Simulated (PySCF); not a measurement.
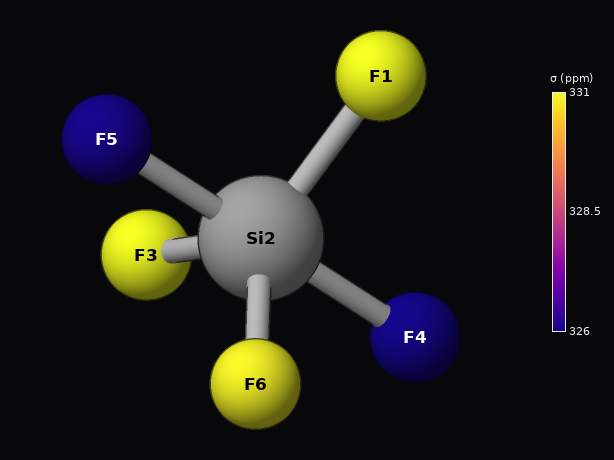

Atoms are coloured by their isotropic NMR shieldings (F only, the others grey). State: charge −1, singlet. The computed structure is the end point of a GFN2-xTB optimisation. No frequency run is at hand to confirm it as a minimum. Level of theory: GIAO PBE0/pcSseg-1 NMR shielding, non-relativistic, gas phase (PySCF 2.14.0).

List the isotropic NMR shieldings of the F atoms.

```tsv
atom	σ (ppm)
F1	331.0
F3	331.0
F4	326.1
F5	326.1
F6	330.9
```

The geometry is semi-empirical. Around Si such bond lengths and angles can be off by a tenth of an ångström or more and by several degrees, and values that hang on the shape move with them.
